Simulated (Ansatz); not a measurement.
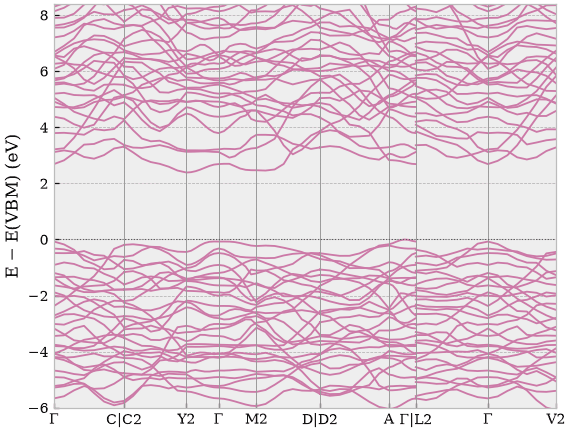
Band structure from plane-wave PAW r²SCAN (Ansatz code)

The gap is 2.39 eV; an edge lies off the plotted path or next to a special point (maximum on the A–Γ line, 59 % of the way from A, minimum off the standard path).

Question: Pick the material that matches.
A. RhI3, C2/m (Rh on 4g, I on 8j, I on 4i)
B. Ga2O3, C2/m (Pearson symbol mS20)
C. Hf2N2O, C2/m (Pearson symbol mS30)
D. MnV2O6, C2/m (Pearson symbol mS18)

Answer: C, Hf2N2O, C2/m (Pearson symbol mS30)

The first step of the workflow began from a Materials Project structure, measured or hypothetical; the Crystallography Open Database copy checked does not list it. Its standing as an ambient phase is unchecked. The cell was relaxed with r²SCAN under the symmetry of its start; its stability against distortions is not shown here. No spin polarisation was allowed. Scalar-relativistic: spin–orbit coupling is off unless named, which matters more the heavier the elements.

Potentials: the later of the program's two PAW sets.
